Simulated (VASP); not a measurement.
```xyz
2
Lattice="0.0000 3.0630 3.0630 3.0630 0.0000 3.0630 3.0630 3.0630 0.0000" Properties=species:S:1:pos:R:3 pbc="T T T"
Cd     0.0000     0.0000     0.0000
Se     1.5315     1.5315     1.5315
```

All values below come from r2SCAN meta-GGA, VASP's PBE PAW potentials (set 64) (plane waves; VASP). Run with 400 eV cut-off, 8×8×8 Γ-centred mesh, tetrahedra with Blöchl corrections, potentials Cd Se.

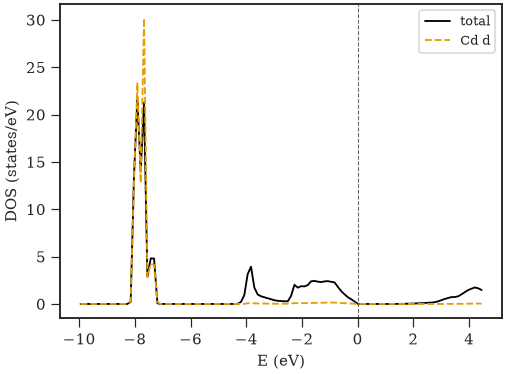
Total and projected density of states, zero at the valence-band maximum

Within 2 eV below the valence-band maximum the largest weight inside VASP's projection spheres is Se p.

The gap is direct, 1.04 eV, from the valence maximum at Γ to the conduction minimum at Γ.

The compound is CdSe in the zinc blende structure, whereas wurtzite is the usual form. It was relaxed first.
